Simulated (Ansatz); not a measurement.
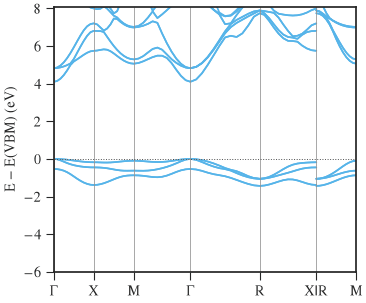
*Band structure from DFT-PBE with spin–orbit coupling in the program Ansatz with PAW potentials*

### Question
Read off the gap and where the band edges lie.

### Answer
About 4.1 eV (4.10 eV by a search for the band edges); maximum at Γ, minimum at Γ.

The material is CsBr (CsCl type, space group No. 221).

Space group Pm-3m (CsCl type). The PBE relaxation kept the symmetry of its start.

Potentials: the later of the program's two PAW sets.
